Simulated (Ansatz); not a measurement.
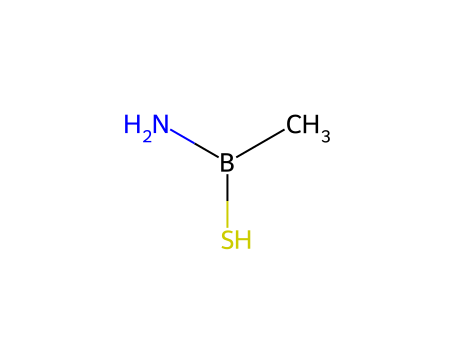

Computed geometry: PBE0-D4/def2-TZVP optimisation. No frequency run is at hand to confirm it as a minimum. Level of theory: RKS r2SCAN-D4/def2-TZVPP (Ansatz 0.2.0).

What does the calculation give?

The species is CH6BNS (`CB(N)S`).
- dispersion correction: −4.3 kJ/mol
